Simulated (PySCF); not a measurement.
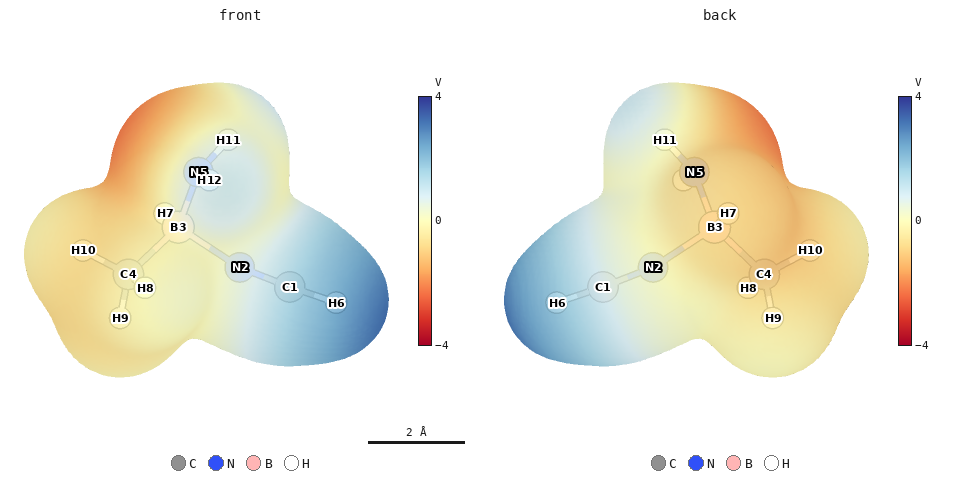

Figure. C₂H₇BN₂. The molecular electrostatic potential painted on the density surface at 0.002 e/bohr³, seen from the front and from behind; the colour scale runs from red (negative) to blue (positive).

Geometry: GFN2-xTB.

These are results of PySCF, PBE0/def2-SVPD, SCF density, gas phase, not measurements.

The calculation's input:

```
{"job": {"kind": "uv", "xc": "PBE0", "basis": "def2-SVPD", "nstates": 8, "ntriplets": 3}, "charge": 0, "multiplicity": 1}
C     -0.864834     2.080312    -0.042165
N     -0.480706     1.086399     0.388526
B      0.331488    -0.221640     0.538802
C     -0.684909    -1.374434     0.005934
N      1.497288    -0.001918    -0.348534
H     -1.169784     2.993982    -0.472674
H      0.610157    -0.281843     1.690881
H     -0.954929    -1.231425    -1.038942
H     -1.604196    -1.408780     0.585427
H     -0.207472    -2.346103     0.088549
H      2.192901     0.674356    -0.079190
H      1.336194     0.030408    -1.342640
```

Launched as:

```sh
OMP_NUM_THREADS=1 python probes_run.py task.json out
```

### Where is the surface potential most negative and most positive?

The most negative region (about −2.2 V) lies over N5, the most positive (about +3.2 V) over H6. N5 is the likeliest acceptor of a hydrogen bond.

### What dipole moment does the calculation give?

Its dipole moment is 5.98 D.
